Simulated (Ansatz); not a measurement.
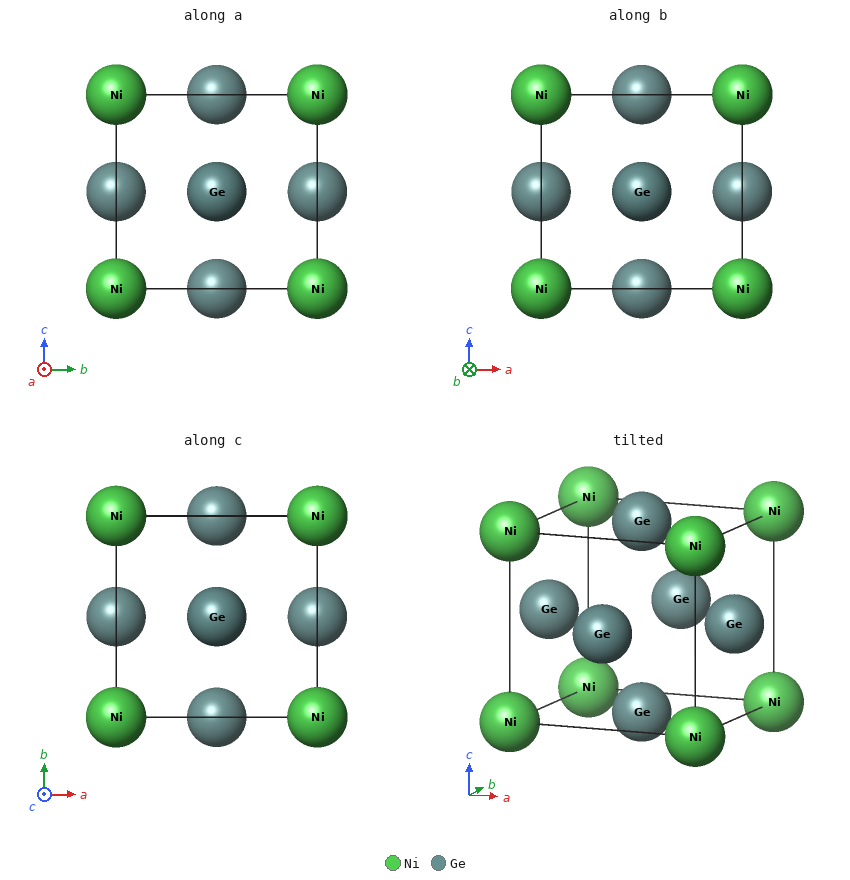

The structure above is drawn in spheres-only style and viewed along the a axis, along the b axis, along the c axis and slightly off an axis. The frame is the conventional unit cell; atoms at its boundary are shown with their periodic copies.

Lattice parameters: a = 4.085 Å, b = 4.085 Å, c = 3.937 Å, α = 90.00°, β = 90.00°, γ = 90.00°. Put a along x and b in the xy plane.

**Transcribe the picture into a POSCAR file.**

```
Ni Ge
1.0
     4.085    0.000    0.000
     0.000    4.085    0.000
     0.000    0.000    3.937
Ni Ge
1 3
Direct
  0.0000 0.0000 0.0000
  0.0000 0.5000 0.5000
  0.5000 0.0000 0.5000
  0.5000 0.5000 0.0000
```

The structure comes from a structure type filled with these elements by a generator (whether the compound takes this form wasn't checked). The geometry was optimised with DFT PBE, scalar-relativistic, plane waves, PAW in Ansatz.
